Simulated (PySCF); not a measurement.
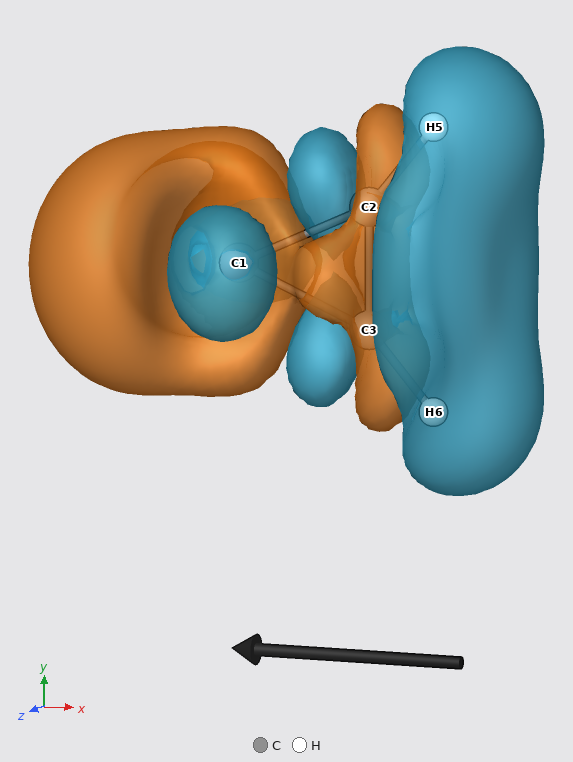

C$_{3}$H$_{3}$, charge −1, SMILES `[CH-]1C=C1`. Change of the electron density in a uniform field of 0.10 V/Å along −x (arrow), surfaces at ±0.0005 e/Å³ (light blue: gain, orange: loss).

Method: HF/def2-SVPD; geometry: GFN2-xTB; program: PySCF. No frequency check shows the geometry to be a minimum.

Input script:

```python
import numpy as np
from pyscf import gto, scf, dft
from pyscf.scf import atom_ks, atom_hf
from scipy.linalg import block_diag

def solve(mol, dm0=None, hcore=None):
    mf = scf.UHF(mol) if mol.spin else scf.RHF(mol)
    mf = mf.density_fit(auxbasis='def2-universal-jkfit')
    mf.conv_tol, mf.max_cycle = 1e-8, 80
    if hcore is not None:
        mf.get_hcore = lambda *args: hcore
    mf.kernel(dm0)
    if not mf.converged:
        mf = mf.newton().run(mf.mo_coeff, mf.mo_occ, max_cycle=30)
    assert mf.converged, 'SCF not converged'
    return mf

mol = gto.M(atom='''
C     -0.97099     0.00046     0.18320
C      0.43101     0.65037     0.01514
C      0.43022    -0.65074     0.01515
H     -1.49195     0.00065    -0.92175
H      1.07616     1.50567    -0.17958
H      1.07433    -1.50683    -0.17955
''', basis='def2-svpd', charge=-1, spin=0, verbose=4)
field = np.array([-0.002, -0.0, -0.0])  # atomic units
mol.set_common_orig(mol.atom_charges() @ mol.atom_coords() / mol.atom_charges().sum())
mf = solve(mol)
out = dict(dm0=mf.make_rdm1(), d0=mf.dip_moment(unit='AU'), e0=mf.e_tot)
for name, sign in (('p', 1), ('m', -1)):
    h = mf.get_hcore() + sign * np.einsum('x,xij->ij', field, mol.intor('int1e_r'))
    mi = solve(mol, mf.make_rdm1(), h)
    out.update({'dm' + name: mi.make_rdm1(), 'd' + name: mi.dip_moment(unit='AU'), 'e' + name: mi.e_tot})
# spherically averaged free atoms, for the promolecule
atm = scf.atom_hf.get_atm_nrhf(mol)
pro = block_diag(*[(atm[a[0]][2] * atm[a[0]][3]) @ atm[a[0]][2].T for a in mol._atom])
np.savez('result.npz', pro=pro, **out)
```

Run with:

```sh
OMP_NUM_THREADS=1 python input.py
```

The run took 1.4 s on 1 thread of Arm Neoverse V1 (shared host), peak memory 0.17 GiB.

Partitions, critical points and surface values were worked out afterwards from this run's density.

Question: What dipole is induced, and what polarisability does it imply?

Answer: The induced dipole is 0.27 D (along the field); α along this axis, from the fields in both directions, is 54 bohr³ (8.0 Å³).

Question: Which atoms gain and lose the most charge?

Answer: Electrons gather most on H5 and H6 alike (Hirshfeld charge changes by −0.004 e) and leave C1 most (+0.009 e); 0.025 electrons are displaced in all.
